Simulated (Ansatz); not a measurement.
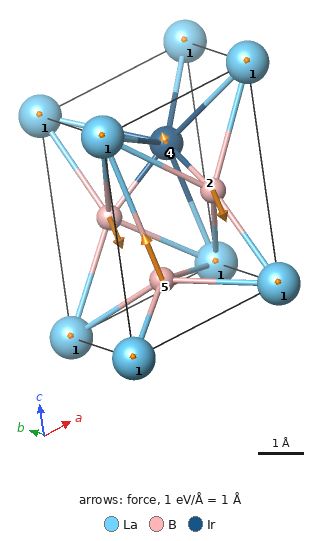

Starting geometry of solid LaB$_{3}$Ir (a generated structure, set up in I4mm) with the computed forces as orange arrows. The picture is a ball-and-stick view of the cell of the calculation, seen slightly off an axis.

The start is a swapped structure.

All numbers below come from Ansatz 0.2.0, DFT, PAW plane waves, PBE. (plane-wave cutoff 420 eV; k-point mesh 7 × 7 × 7; occupations fermi dirac; smearing width 0.0804 eV; no spin polarisation; cell and atoms relaxed; force threshold 0.03 eV/Å; at most 40 steps)

What follows when this structure is relaxed?

Answer. It isn't relaxed: the largest force vector, on a B atom, is 1.20 eV/Å. The atoms end up moving mostly along the starting forces (cosine between the two patterns 0.87). Over 14 accepted moves (16 points after the start) the energy falls by 139 meV per atom. The largest force component goes from 1.2 to 0.0067 eV/Å. The pressure goes from 8.36 to −0.02 GPa. The SCF was repeated twice at an unchanged geometry on a basis and grid sized afresh for the cell, which shifted the energy by 7.0 meV per atom at most. A B atom moves most relative to the cell: 0.62 Å along [−1 −1 2]. By element the largest moves are B 0.62 Å, Ir 0.22 Å, La 0.12 Å. The volume changes by +2.8 %, with a = b 3.833 → 3.509 Å (−8.5 %), c 5.171 → 5.946 Å (+15.0 %), α 68.2° → 72.8°, β 68.2° → 72.8°. Near-neighbour distances that change, for instance: B–Ir 2.150 → 3.479 Å, B–La 2.996 → 3.657 Å, B–B 2.326 → 1.900 Å, Ir–La 3.036 → 3.389 Å. Bonds break: B–Ir (2.15 → 3.48 Å). Bond angles that change, for instance: La–B–La 147.8° → 118.9°, Ir–B–Ir 128.0° → 111.5°, La–B–Ir 73.6° → 85.6°. The space group stays I4mm (No. 107).
